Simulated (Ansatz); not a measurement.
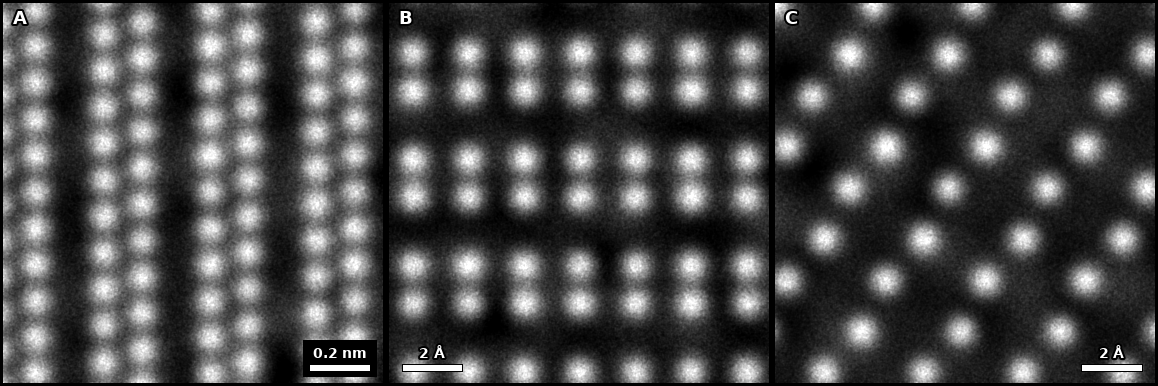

Three views of As (R-3m, No. 166) along different zone axes. Simulation: incoherent imaging, intensity Z^1.7 per atom, probe width 0.85 Å, thin sample. Shot noise and the speckle of an amorphous layer were added. Model: coordinates from a relaxation at fixed volume with DFT PBE, spin-orbit coupling, plane waves, PAW in Ansatz.

```cif
data_structure
_symmetry_space_group_name_H-M 'R-3m:H'
_symmetry_Int_Tables_number 166
_cell_length_a 3.8062
_cell_length_b 3.8062
_cell_length_c 10.9135
_cell_angle_alpha 90.000
_cell_angle_beta 90.000
_cell_angle_gamma 120.000
_cell_volume 136.92
loop_
_atom_site_label
_atom_site_type_symbol
_atom_site_symmetry_multiplicity
_atom_site_Wyckoff_symbol
_atom_site_fract_x
_atom_site_fract_y
_atom_site_fract_z
_atom_site_occupancy
As1 As 6 c 0.00000 0.00000 0.22583 1
```

Match the panels to the zone axes [210], [211] and [310].

Answer. A is [310]: projected cell 1.25 × 3.66 Å, 97°, plane group p2. B is [210]: projected cell 1.90 × 3.64 Å, 90°, plane group p2mm. C is [211]: projected cell 3.40 × 3.40 Å, 112°, plane group c2mm.
